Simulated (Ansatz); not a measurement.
# BaLa2S4 (I-42d):H_i (bond centre, by S), thermodynamic levels from a 56-atom cell

Wanted: the transition levels of a hydrogen interstitial in BaLa2S4 (I-42d), from a cell of 56 host atoms with 1 H put in.

Main program and level: Ansatz 0.2.0; place-levels on PBEsol runs: charge-transition levels and formation energies with image-charge correction and potential alignment at the atomic sites.

### 1. Starting point

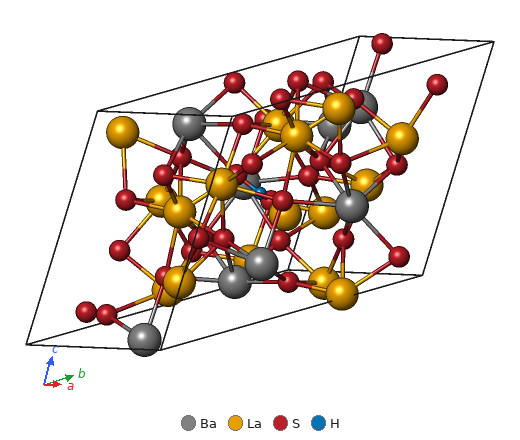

The cell as given, slightly off an axis (barium grey, lanthanum orange, sulfur red, hydrogen blue). Bonds to atoms that aren't drawn are left out.

The cell holds 57 atoms: 8 Ba, 16 La, 32 S and 1 H. Its edges and angles: a = 12.447 Å, b = 12.447 Å, c = 12.477 Å, α = 59.9°, β = 59.9°, γ = 60.2°. It derives from BaLa2S4 (space group I-42d). Nearest the centre at fractional (0.426, 0.534, 0.367): H57 at 0.00 Å, S38 at 1.37 Å, La18 at 1.52 Å, S51 at 2.86 Å, S25 at 3.14 Å, La14 at 3.25 Å, Ba1 at 3.29 Å, S35 at 3.29 Å.

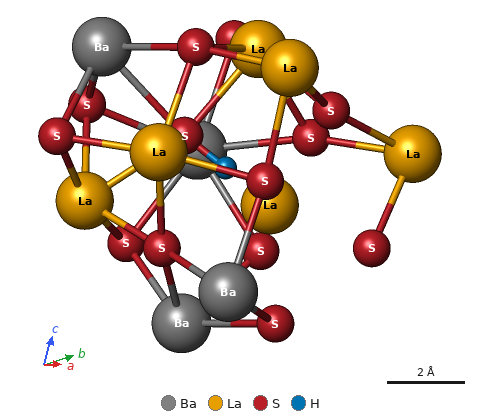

The atoms within 5 Å of the centre.

Known beforehand: the electronic dielectric constant, (7.76, 7.76, 7.54), and the static one, (20.97, 20.97, 18.13), from a response run on this crystal (DFPT, PBEsol) at that run's own cell.

The cell's shortest repeat is 12.4 Å.

### 2. Charge states

A transition level is the Fermi level at which two charge states cost the same, so each charge needs its own total energy, at its own relaxed structure.

Each atom starts 0.05 Å or so off its site in a random direction. Forces are taken at one point at (¼, ¼, ¼). The cell holds 1 electron more than the neutral one, with a uniform background that keeps it neutral on the whole.

The sampling was tested on the host first: at the k-points planned (1x1x1 shifted 0.25 0.25 0.25) its energy lies 0.005 eV an atom from the dense-mesh value, under the bound of 0.02 eV set for this test; that bounds the host's error, not the defect's.

One state's input; the others differ in charge, spin, start and seed, and in occupations where the table says so.

qm1.relax/input.yaml reads:

```yaml
crystal:
  lattice:
    - [0.0, 8.82241619, 8.7801378]
    - [8.82241619, 0.0, 8.7801378]
    - [8.82241619, 8.82241619, 0.0]
  atoms:
    - { symbol: Ba, position: [0.125, 0.625, 0.375] }
    - { symbol: Ba, position: [0.375, 0.875, 0.625] }
[... 1 atom line left out ...]
    - { symbol: Ba, position: [0.875, 0.375, 0.125] }
[... 1 atom line left out ...]
    - { symbol: Ba, position: [0.25, 0.25, 0.75] }
    - { symbol: Ba, position: [0.5, 0.5, 0.0] }
[... 2 atom lines left out ...]
    - { symbol: La, position: [0.37368137, 0.25131863, 0.37631863] }
[... 3 atom lines left out ...]
    - { symbol: La, position: [0.24868137, 0.62631863, 0.62368137] }
[... 3 atom lines left out ...]
    - { symbol: La, position: [0.50131863, 0.62368137, 0.24868137] }
[... 4 atom lines left out ...]
    - { symbol: La, position: [0.62631863, 0.24868137, 0.50131863] }
[... 1 atom line left out ...]
    - { symbol: S, position: [0.23611748, 0.82415068, 0.34321553] }
[... 4 atom lines left out ...]
    - { symbol: S, position: [0.32415068, 0.73611748, 0.09651631] }
[... 4 atom lines left out ...]
    - { symbol: S, position: [0.71821553, 0.47151631, 0.36111748] }
[... 2 atom lines left out ...]
    - { symbol: S, position: [0.36111748, 0.44915068, 0.47151631] }
[... 3 atom lines left out ...]
    - { symbol: S, position: [0.44915068, 0.36111748, 0.71821553] }
    - { symbol: S, position: [0.69915068, 0.61111748, 0.96821553] }
[... 1 atom line left out ...]
    - { symbol: S, position: [0.09321553, 0.34651631, 0.57415068] }
[... 1 atom line left out ...]
    - { symbol: S, position: [0.59321553, 0.84651631, 0.07415068] }
[... 3 atom lines left out ...]
    - { symbol: S, position: [0.59651631, 0.34321553, 0.23611748] }
[... 1 atom line left out ...]
    - { symbol: S, position: [0.22151631, 0.46821553, 0.19915068] }
    - { symbol: S, position: [0.47151631, 0.71821553, 0.44915068] }
[... 2 atom lines left out ...]
    - { symbol: H, position: [0.425826, 0.533739, 0.367045] }
  host:
    repeats: [1, 1, 1]
    atoms:
      - { symbol: Ba, position: [0.125, 0.625, 0.375] }
      - { symbol: Ba, position: [0.375, 0.875, 0.625] }
      # ... 54 more atoms of the perfect host
total_charge: -1
basis:
  ecutwfc: 420
  xc_grid: 2
hamiltonian:
  xc: pbesol
kpoints:
  mp_grid: { grid: [1, 1, 1], shift: [0.25, 0.25, 0.25] }
scf:
  occupations: { method: fixed }
  max_iter: 60
output:
  forces: true
  charged_corrections:
    epsilon: [7.76, 7.76, 7.54]
    static_epsilon: [20.97, 20.97, 18.13]
    defect_position: [0.425826, 0.533739, 0.367045]
relax:
  f_tol: 0.02
  max_steps: 80
  random_displacement: { amplitude: 0.05, seed: 4171 }
checkpoint:
  write: "../qm1.relax.run"
  compress: false
  write_wavefunctions: true
  write_every: 100000
```

Launch:

```sh
ansatz run input.yaml --threads 4 --pin off --max-ram 7536MiB --backend cpu --events-out ev --progress --plain --runs-dir out
```

Defect states can disperse in a cell of this size, so the energy is taken again at a 2×2×2 shifted mesh, on the relaxed structure.

The run of this state that the levels use, under PBEsol:

qm1.point/input.yaml reads:

```yaml
crystal:
  checkpoint: "../qm1.relax.run"
  host: checkpoint
total_charge: -1
basis:
  ecutwfc: 420
  xc_grid: 2
hamiltonian:
  xc: pbesol
kpoints:
  mp_grid: { grid: [2, 2, 2], shift: [0.5, 0.5, 0.5] }
scf:
  occupations: { method: fermi_dirac, width: 0.01 }
  max_iter: 60
output:
  forces: true
  eigenvalues: true
  charged_corrections:
    epsilon: [7.76, 7.76, 7.54]
    static_epsilon: [20.97, 20.97, 18.13]
    defect_position: [0.425826, 0.533739, 0.367045]
  eigenstates: { localisation: true }
  populations: true
  band_densities: [{ bands: [v1, v1] }, { bands: [c1, c1] }]
  write_density: true
  write_potential: true
  volumetric_format: npy
checkpoint:
  read: "../qm1.relax.run"
  write: "../qm1.point.run"
  compress: false
  write_wavefunctions: false
  write_every: 100000
```

Relaxations under PBEsol at one point at (¼, ¼, ¼); times on 4 threads of Arm Neoverse V1, shared host:

```csv
charge,moment (μB),occupations,outcome,steps,largest displacement against the far atoms (Å),time
−1,0,fixed,converged,17,2.09,5.4 min
0,1,fixed,converged,13,1.42,9.3 min
+1,0,fixed,converged,23,2.40,6.6 min
```

Single points under PBEsol at a 2×2×2 shifted mesh; times on 4 threads of Arm Neoverse V1, shared host:

```csv
charge,moment (μB),occupations,outcome,time
−1,0,fermi-dirac,converged,3 min
0,1,fermi-dirac,converged,6.1 min
+1,0,fermi-dirac,converged,3 min
```

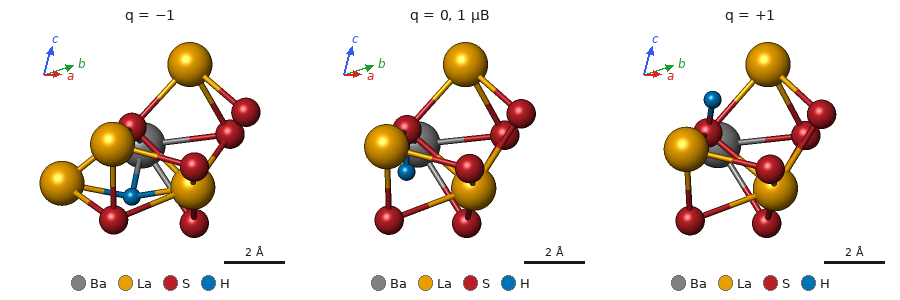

The structures near the centre after relaxation with PBEsol, by charge.

Distances (Å) from H57 to the nearest atoms after relaxation with PBEsol:

```csv
charge,moment (μB),1.,2.,3.,4.,5.,6.
−1,0,La 2.43,La 2.45,S 2.60,S 2.60,Ba 2.61,Ba 2.62
0,1,S 1.60,La 2.51,S 2.55,Ba 2.58,La 2.63,S 3.19
+1,0,S 1.60,S 1.60,La 2.67,La 2.68,Ba 2.81,S 3.69
```

### 3. Levels against the band edges, PBEsol

A charged cell interacts with its images and the background, and its potential has another zero than the host's. place-levels removes the first by a point-charge model, screened by the static dielectric constant since the ions have relaxed around the charge, and the second by comparing potentials at atoms far from the defect.

The host is a run of the defect-free crystal in the same cutoffs, grids and k-points, so that basis and sampling errors cancel in part in the differences. Its band edges come from a run of the primitive cell that searches the zone for them. Chemical potentials are energies per atom of H (H2 molecule), run with the same functional and cutoff.

levels.point.yaml reads:

```yaml
host:
  run: host.point.run
  levels_from: { run: edges.point.run }
states: [qm1.point.run, q0_M1.point.run, qp1.point.run]
geometry_from:
  qm1.point.run: qm1.relax.run
  q0_M1.point.run: q0_M1.relax.run
  qp1.point.run: qp1.relax.run
  host.point.run: host.relax.run
chemical_potentials:
  H:
    energy: -15.609288
    dataset: "<sha256 of the dataset>"
epsilon: [7.76, 7.76, 7.54]
static_epsilon: [20.97, 20.97, 18.13]
vertical:
  - { from: qm1.point.run, to: qm1.point_neutral.run }
  - { from: qp1.point.run, to: qp1.point_neutral.run }
```

Launch:

```sh
ansatz place-levels levels.point.yaml -- --threads 4 --pin off --max-ram 7536MiB
```

Numbers of over 12 decimals in the logs are rounded to 6 here.

Output:

```text
[... repeated set-up lines and file paths are left out, and long positions are rounded to six places ...]
(+1/0) 1.906 eV above the valence edge, 0.019 eV under the conduction edge; not on the lower envelope
(0/-1) 0.734 eV above the valence edge, 1.191 eV under the conduction edge; not on the lower envelope
(+1/-1) 1.320 eV above the valence edge, 0.605 eV under the conduction edge: charges between them are lowest nowhere
formation energy of charge +1: -0.306 eV with the Fermi level at the valence edge
formation energy of charge 0: +1.601 eV with the Fermi level at the valence edge
formation energy of charge -1: +2.334 eV with the Fermi level at the valence edge
vertical -1 to 0: no energy, since no alignment is typed
  the change from vertical[0].from (qm1.point.run) to vertical[0].to (qm1.point_neutral.run): by its spins about the atoms it stands at 0.376 0.461 0.252, with an rms radius of about 3.4 Å (2.0 2.0 2.0 Å across the planes of the cell's vectors); [...]
vertical +1 to 0: no energy, since no alignment is typed
  the change from vertical[1].from (qp1.point.run) to vertical[1].to (qp1.point_neutral.run): by its potential at epsilon [7.76, 7.76, 7.54] it stands at 0.440 0.423 0.383, with an rms radius of about 6.7 Å (3.6 3.8 4.2 Å across the planes of the cell's [...]
  edges by pbesol of host.levels_from (edges.point.run), its mesh sampled to repeats of 38.14 Å (the valence edge +0.079 eV and the conduction edge -0.143 eV from those of the host's own run), gap 1.925 eV; the host is sampled to repeats of 24.89 Å
  the defect's cells are sampled to repeats of 24.89 Å, like sampling
  charge +1: -173947.5584 eV with its correction of +0.101 eV, at epsilon [20.97, 20.97, 18.13], aligned at sites: +0.0075 eV, mean over 17 atomic sites at or beyond 6.22 Å from the defect at [0.4258, 0.5337, 0.3670], with +0.000000 for the charge's moments [...]
  charge 0: +0.000 eV for its dipole among its images, +0.000 omitted
  charge -1: -173926.9818 eV with its correction of +0.050 eV, at epsilon [20.97, 20.97, 18.13], aligned at sites: +0.0439 eV, mean over 17 atomic sites at or beyond 6.22 Å from the defect at [0.4258, 0.5337, 0.3670], with +0.000000 for the charge's moments [...]
  of states[2] (qp1.point.run): it parts from the run at its places by a charge that spreads by about 4.2 Å along one vector (1.8 Å or more is wide), by its potential at epsilon [7.76, 7.76, 7.54], taken for that of held ions (one typed too small widens it), [...]
  of states[0] (qm1.point.run): it parts from the run at its places by a charge that spreads by about 2 Å along one vector (1.8 Å or more is wide), by the spins about the atoms, where the cell does not tell a trapped carrier from a band state. [...]
  of vertical[0].from (qm1.point.run): its displacements don't fall off away from the defect: farther atoms stand 0.029 Å off the host's places. [...]
  of vertical[0].to (qm1.point_neutral.run): its displacements don't fall off away from the defect: farther atoms stand 0.029 Å off the host's places. [...]
  of vertical[1].from (qp1.point.run): its displacements don't fall off away from the defect: farther atoms stand 0.025 Å off the host's places. [...]
  vertical[1].to (qp1.point_neutral.run): levels filled in part (TS 0.006 eV): its energy is of no whole electron's
  of vertical[1].to (qp1.point_neutral.run): its displacements don't fall off away from the defect: farther atoms stand 0.025 Å off the host's places. [...]
```

Run time: 0.37 s. Hardware: 4 threads of Arm Neoverse V1, shared host.

Under PBEsol the gap is 1.92 eV, (+1/0) 1.91, (0/−1) 0.73 eV; the steps are inverted, so the lowest state changes at (+1/−1) 1.32 eV.

Levels between the charges placed, in eV above the valence top:

```csv
,gap (eV),(+1/0),(0/−1)
PBEsol,1.92,1.91,0.73
```

Corrections by state:

```csv
charge,moment (μB),image terms and alignment (eV),band filling (eV),ε used,"over the lowest of its charge, as the program ranks them, band filling apart (eV)"
+1,0.0,0.101,-,"principal values (18.13, 20.97, 20.97)",0.000
0,1.0,0.000,-,-,0.000
−1,0.0,0.050,-,"principal values (18.13, 20.97, 20.97)",0.000
```

The charged structures listed were also run neutral, and place-levels reads from each pair, by the potential or the spins, how wide the charge is by which they differ; that can be the carrier of either run.

```csv
charge,rms radius (Å),spread where it is widest against the cell (Å),wide from (Å),reading
+1,6.7,4.19,1.76,wide
−1,3.4,1.99,1.76,wide
```

The neutral runs of these pairs need not share the spin of the lowest neutral state, and very wide values only mean spread over the cell.

From the program's caveats on the states, each cut to its opening words:

- charge +1: it parts from the run at its places by a charge that spreads by about 4.2 Å along one vector (1.8 Å or more is wide), by its potential at epsilon [7.76, 7.76, [...]
- charge +1: its displacements don't fall off away from the defect: farther atoms stand 0.025 Å off the host's places
- charge −1: it parts from the run at its places by a charge that spreads by about 2 Å along one vector (1.8 Å or more is wide), by the spins about the atoms, where the [...]
- charge −1: its displacements don't fall off away from the defect: farther atoms stand 0.029 Å off the host's places

Chemical potentials of the elements' reference phases, run alike. Formation energies (elemental references), with the Fermi level at the valence top and at the conduction bottom (gap 1.92 eV):

```csv
charge,at valence top (eV),at conduction bottom (eV),correction included (eV)
+1,-0.31,1.62,0.10
0,1.60,1.60,0.00
−1,2.33,0.41,0.05
```

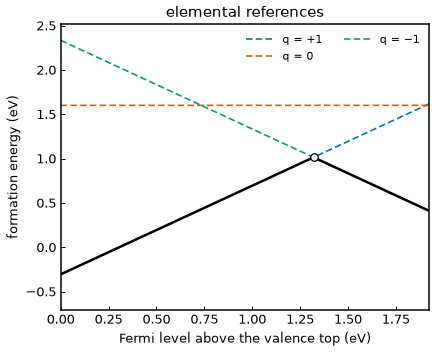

Formation energy against Fermi level; the thick line follows the lowest charge state and circles mark the transition levels.

### 4. The same at the relaxations' own k-points

The relaxations' own energies give the levels at their sampling, for comparison.

levels.relax_mesh.yaml reads:

```yaml
host:
  run: host.relax.run
  levels_from: { run: edges.relax.run }
states: [qm1.relax.run, q0_M1.relax.run, qp1.relax.run]
chemical_potentials:
  H:
    energy: -15.609288
    dataset: "<sha256 of the dataset>"
```

Launch:

```sh
ansatz place-levels levels.relax_mesh.yaml -- --threads 4 --pin off --max-ram 7536MiB
```

Output:

```text
[...]
formation energy of charge +1: -0.311 eV with the Fermi level at the valence edge
formation energy of charge 0: +1.565 eV with the Fermi level at the valence edge
formation energy of charge -1: +2.313 eV with the Fermi level at the valence edge
  edges by pbesol of host.levels_from (edges.relax.run), its mesh sampled to repeats of 38.14 Å (the valence edge +0.076 eV and the conduction edge -0.143 eV from those of the host's own run), gap 1.925 eV; the host is sampled to repeats of 12.45 Å
[... the lines on each state left out ...]
```

Run time: 0.14 s. Hardware: 4 threads.

Levels between neighbouring charges, in eV above the valence top:

```csv
,gap (eV),(+1/0),(0/−1)
"one point at (¼, ¼, ¼)",1.92,1.88,0.75
a 2×2×2 shifted mesh,1.92,1.91,0.73
```

Going from one point at (¼, ¼, ¼) to a 2×2×2 shifted mesh moves the levels that carry no band-filling term by up to 0.03 eV and formation energies against the elements by up to 0.04 eV.

### 5. Levels against the band edges, r2SCAN

r2SCAN on the same structure is run to see how far the result rests on the functional, though not on the errors that semilocal functionals share; the sampling changes too, to one point at (¼, ¼, ¼), so differences hold both changes.

qm1.r2scan/input.yaml reads:

```yaml
crystal:
  checkpoint: "../qm1.relax.run"
  host: checkpoint
total_charge: -1
basis:
  ecutwfc: 500
  xc_grid: 2
hamiltonian:
  xc: r2scan
kpoints:
  mp_grid: { grid: [1, 1, 1], shift: [0.25, 0.25, 0.25] }
scf:
  occupations: { method: fermi_dirac, width: 0.01 }
  max_iter: 60
output:
  forces: true
  eigenvalues: true
  charged_corrections:
    epsilon: [7.76, 7.76, 7.54]
    static_epsilon: [20.97, 20.97, 18.13]
    defect_position: [0.425826, 0.533739, 0.367045]
checkpoint:
  write: "../qm1.r2scan.run"
  compress: false
  write_wavefunctions: false
  write_every: 100000
```

The job ended after 64 s (4 threads; peak memory 3.4 GiB).

levels.r2scan.yaml reads:

```yaml
host:
  run: host.r2scan.run
  levels_from: { run: edges.r2scan.run }
states: [qm1.r2scan.run, q0_M1.r2scan.run, qp1.r2scan.run]
geometry_from:
  qm1.r2scan.run: qm1.relax.run
  q0_M1.r2scan.run: q0_M1.relax.run
  qp1.r2scan.run: qp1.relax.run
  host.r2scan.run: host.relax.run
chemical_potentials:
  H:
    energy: -15.945667
    dataset: "<sha256 of the dataset>"
```

Launch:

```sh
ansatz place-levels levels.r2scan.yaml -- --threads 4 --pin off --max-ram 7536MiB
```

Output:

```text
[...]
formation energy of charge +1: -0.208 eV with the Fermi level at the valence edge
formation energy of charge 0: +1.947 eV with the Fermi level at the valence edge
formation energy of charge -1: +2.798 eV with the Fermi level at the valence edge
  edges by r2scan of host.levels_from (edges.r2scan.run), its mesh sampled to repeats of 38.14 Å (the valence edge +0.076 eV and the conduction edge -0.138 eV from those of the host's own run), gap 2.395 eV; the host is sampled to repeats of 12.45 Å
[... the lines on each state left out ...]
```

Run time: 0.22 s. Hardware: 4 threads.

Under r2SCAN the gap is 2.40 eV, (+1/0) 2.15, (0/−1) 0.85 eV; the steps are inverted, so the lowest state changes at (+1/−1) 1.50 eV.

### 6. The ladder

Levels between neighbouring charges, in eV above each run's own valence top:

```csv
,gap (eV),(+1/0),(0/−1),CPU time a state at this stage (restarts are quicker than cold starts)
"PBEsol, 2×2×2 shifted mesh",1.92,1.91,0.73,16 min
"r2SCAN on PBEsol structures, (¼, ¼, ¼)",2.40,2.15,0.85,7.5 min
```

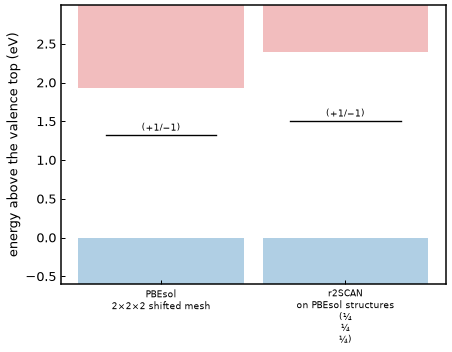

Levels between stable charges at each rung, each against its own band edges (shaded).

### 7. Outcome

* gap of the host: 1.92 eV (PBEsol)
* level (plus 1/0): 1.91 eV above the valence top, not a change between lowest states
* level (0/minus 1): 0.73 eV above the valence top, not a change between lowest states
* level (plus 1/minus 1): 1.32 eV above the valence top
* lowest of the charges placed, just above the valence top (0.02 eV): +1
* lowest of the charges placed, just below the conduction bottom (0.02 eV): −1
* lowest formation energy at mid-gap of the charges run, elemental references: 0.66 eV

In words: Of the charges placed (−1, 0 and +1), the lowest changes at 1.32 eV (+1/−1) above the valence top, in a gap of 1.92 eV. (+1/−1) passes over charge 0, which lies 0.59 eV above the two there; a lower structure or spin state of it, if missed, would change that. Charges above +1 and below −1 were not placed, so these runs say nothing of levels that involve them. States placed: +1 at 0 μB; 0 at 1 μB; −1 at 0 μB. Other spin states or structures, where not listed, weren't placed. At charge −1, 0 and +1 the atom put in ends up to 2.4 Å from its starting place, so the name tells the start alone and the levels can join different sites. H is taken at its element; compounds, which aren't counted here, bound the chemical potentials and would shift these formation energies. Going from one point at (¼, ¼, ¼) to a 2×2×2 shifted mesh moves the levels that carry no band-filling term by up to 0.03 eV and formation energies against the elements by up to 0.04 eV. Limits: PBEsol makes the gap too small and tends to spread out bound carriers; spin–orbit coupling, which can matter with heavy atoms, is left out.

[Logs are printed without paths, hosts, clocks, repeated set-up lines and the standing remarks that a program may print on its own settings, such as how far it seeks lower states.]

[Hosts, paths, dates, database ids (printed as entryN), source tags and the programs' standing remarks are cut or masked in the printed files.]

[Where a table of states has a column of steps, it counts the stored structures, which are thinned; the runs took as many ionic steps or more.]

[A defect's name tells the site on which it was built; relaxed atoms can leave that site.]

[For some hosts the program warned that the k-mesh of the response run may be too coarse for force constants and the static dielectric constant; such warnings are not shown here.]
